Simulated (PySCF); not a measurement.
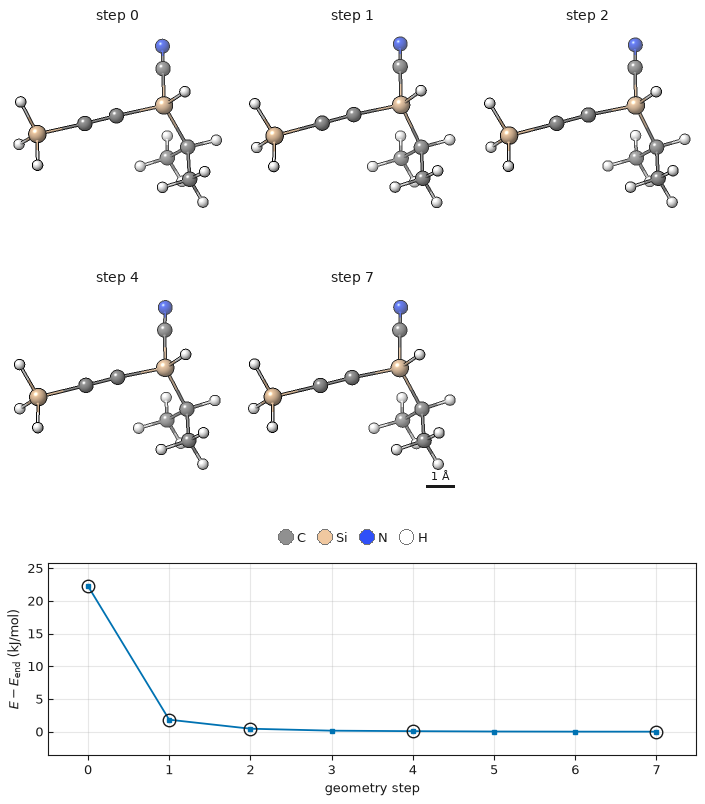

Frames of a relaxation of C₆H₁₁NSi₂, marked on the history of the run. The picture is a ball-and-stick view, seen at a tilt.

The start comes from GFN2-xTB. Its atoms were then displaced at random by about 0.01 Å.

The calculation used PySCF 2.14.0, density-fitted response routines, PBE0-D3(BJ)/def2-SVP geometry optimisation, gas phase. 

> Describe the path.

Over 7 geometry steps the energy falls by 22.3 kJ/mol. The N atom moves most after the best rigid fit: 0.12 Å. By element the largest moves are N 0.12 Å, H 0.10 Å, C 0.07 Å, Si 0.06 Å. Near-neighbour distances that change, for instance: C–Si 1.941 → 1.882 Å, H–Si 1.450 → 1.490 Å, C–H 1.064 → 1.102 Å, C–N 1.136 → 1.160 Å. Bond angles that change, for instance: Si–C–H 110.6° → 104.7°, C–Si–H 113.5° → 110.0°, H–C–H 110.7° → 107.7°. From step 0 to 1: an H atom moves most (0.15 Å), energy −20.4 kJ/mol. From step 1 to 2: the N atom moves most (0.04 Å), energy −1.38 kJ/mol. From step 2 to 4: an H atom moves most (0.05 Å), energy −0.38 kJ/mol. From step 4 to 7: an H atom moves most (0.05 Å), energy −0.08 kJ/mol.
